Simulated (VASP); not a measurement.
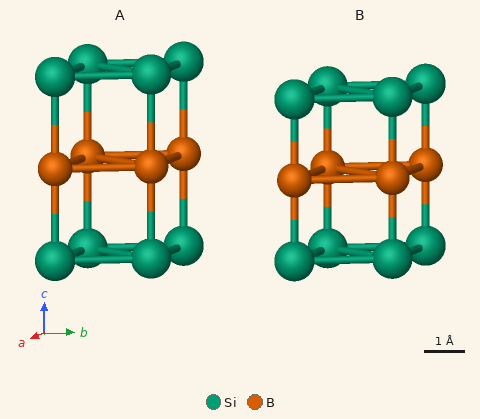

Two geometries of solid SiB (a generated structure, set up in P6/mmm), drawn at one scale. One is the start of a relaxation, the other its converged end. A ball-and-stick model of the cell of the calculation, seen slightly off an axis.

All numbers below come from Kohn-Sham DFT of a periodic cell, PBE, VASP PAW PBE potentials, recommended (VASP). Set-up: plane-wave cutoff 520 eV; k-point mesh 9 × 9 × 5; occupations gaussian; smearing width 0.15 eV; no spin polarisation.

**Which geometry has the lower energy?**

Structure B is the relaxed one. The run lets cell and atoms move. After 7 geometry steps the energy has fallen by 188 meV per atom. All forces vanish by symmetry, so only the cell relaxes. Pressure: −13.93 GPa at the start and −0.03 GPa at the end. The atoms keep their places relative to the cell (all moves are under 0.005 Å). The drawn cell changes as follows: a = b 2.469 → 2.520 Å (+2.1 %), c 4.703 → 4.136 Å (−12.1 %); the volume changes by −8.4 %. Near-neighbour distances that change, for instance: B–Si 2.352 → 2.068 Å, B–B 2.469 → 2.520 Å, Si–Si 2.469 → 2.520 Å. The space group stays P6/mmm (No. 191).
